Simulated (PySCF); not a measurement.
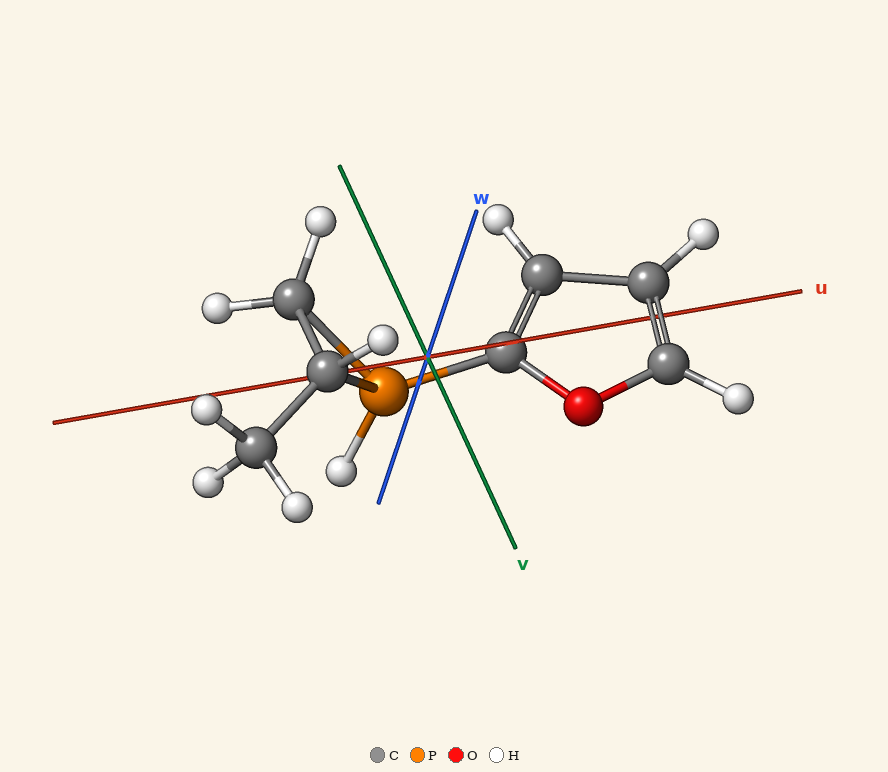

The lines u, v and w are the principal axes of the static dipole polarisability. The species has charge +1 and is a spin singlet. Computed geometry: PBE0-D3(BJ)/def2-SVP optimisation. No frequency run is at hand to confirm it as a minimum. Method: ωB97X-D/def2-SVPD in dichloromethane (IEF-PCM) (PySCF 2.14.0).

### Along which axis is the molecule most polarisable, and along which least?

Most along u, least along w.

### Give the three principal values.

u 179.9, v 122.1, w 101.5 bohr³; mean 134.5, anisotropy 70.4 bohr³.
